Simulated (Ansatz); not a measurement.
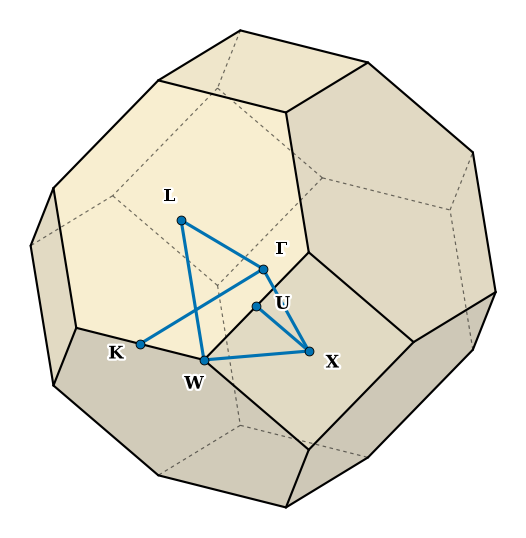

The figure shows the first Brillouin zone with its special points and a band path. Crystal: NaSe7, coordinates from a relaxation with DFT PBE, scalar-relativistic, plane waves, PAW in Ansatz; the starting structure was generated, so it need not be a known form of this composition. Geometry calculated from the standardised cell; symmetry tolerance 0.002 Å.

Labels and path follow the convention of Hinuma et al. (2017), as computed by seekpath.

**What lattice type do the shape and the labels point to?**

A face-centred cubic lattice (cF; extended symbol cF2). The zone is a truncated octahedron in its combinatorial type: 14 faces (6 with 4 edges, 8 with 6 edges), 36 edges, 24 vertices.

**In which order does the conventional band path visit the special points?**

Γ–X–U | K–Γ–L–W–X
